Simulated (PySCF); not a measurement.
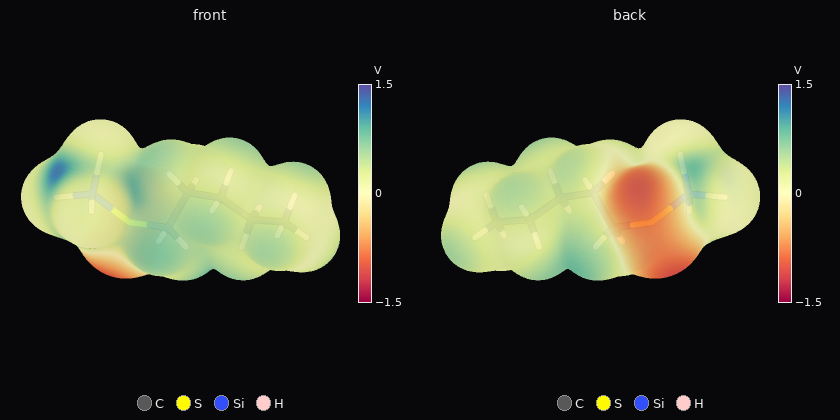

The picture shows: C5H14SSi (SMILES CCCCCS[SiH3]). The molecular electrostatic potential painted on the density surface at 0.002 e/bohr³, seen from the front and from behind; red is negative and blue positive.

Geometry: PBE0-D3(BJ)/def2-SVP.

Theory: PBE0/pcSseg-1, SCF density, gas phase, non-relativistic in PySCF.

Input

```
{"job": {"kind": "nmr", "xc": "PBE0", "basis": "pcSseg-1"}, "charge": 0, "multiplicity": 1}
C     -3.243322     0.158465     0.180792
C     -1.904723    -0.540414     0.002919
C     -0.809384     0.035419     0.893198
C      0.535738    -0.681536     0.806312
C      1.212253    -0.550310    -0.548200
S      2.802778    -1.446292    -0.692622
Si     4.048344    -0.271811     0.591536
H     -3.592903     0.092096     1.223617
H     -3.172242     1.228599    -0.073100
H     -4.021393    -0.284060    -0.459478
H     -2.014832    -1.617860     0.219736
H     -1.601359    -0.477890    -1.056166
H     -1.152766     0.004927     1.941728
H     -0.671576     1.106685     0.657341
H      0.411390    -1.752688     1.040651
H      1.206384    -0.279254     1.584414
H      1.373540     0.508118    -0.811865
H      0.592481    -0.986095    -1.345649
H      3.813751    -0.507082     2.049693
H      5.451490    -0.656739     0.266018
H      3.825033     1.181674     0.313678
```

Run with:

```sh
OMP_NUM_THREADS=1 python probes_run.py task.json out
```

Where is the surface potential most negative and most positive?

The most negative region (about −1.0 V) lies over S6, the most positive (about +1.2 V) over Si7.
